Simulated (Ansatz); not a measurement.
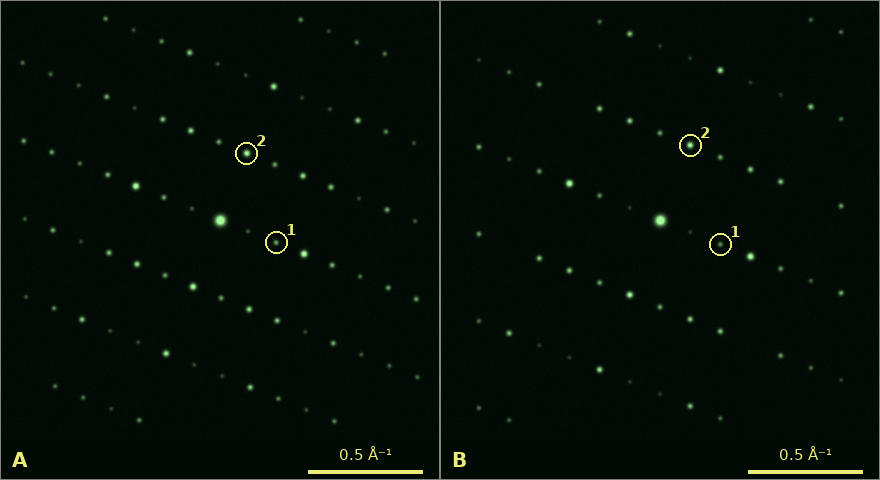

Kinematic electron diffraction patterns (200 kV, B = 0.5 Å², same scale) along [1-10] of the run's own cell, for the start and the end of one relaxation of Ca2CuAs3 with DFT, PAW plane waves, pbe in Ansatz. k mesh 5×5×5. The start is a generated model structure, and the relaxation ends in the nearest stationary point of its symmetry, not necessarily the ground state. Spot 1 is 0 0 -2 and spot 2 is 1 1 -1 in both.

Start structure:

```
Ca Cu As
1.0
     0.00000    0.00000    3.71002
     0.00000   -4.30198    0.00000
     6.96639    2.15099   -1.85501
Ca Cu As
2 1 3
Direct
  0.65000 0.15000 0.30000
  0.35000 0.85000 0.70000
  0.00000 0.50000 0.00000
  0.84000 0.34000 0.68000
  0.16000 0.66000 0.32000
  0.00000 0.00000 0.00000
```

Q: Which pattern belongs to the start structure, and which to the relaxed one?

A: B is the start: its cell gives d(1) = 3.483 Å, d(2) = 2.810 Å and an angle of 90.0°. A is the relaxed structure, with d(1) = 3.750 Å (+7.7 %), d(2) = 3.151 Å (+12.2 %) and 90.0°.

Q: Name reflections whose intensity changes strongly on relaxation.

A: 0 0 4 goes from 8.5 to 16 % of the strongest spot.

Q: What did the relaxation do to the structure and the energy?

A: The volume changed by +34.1 % to 24.85 Å³ an atom; with the mean shift removed, the atoms moved by up to 0.05 Å relative to the cell (As most); the space group stayed Immm (No. 71); the free energy fell by 330 meV an atom. Relaxed cell: a = 4.358 Å, b = 4.562 Å, c = 8.136 Å, α = 106.28°, β = 105.53°, γ = 90.00°.
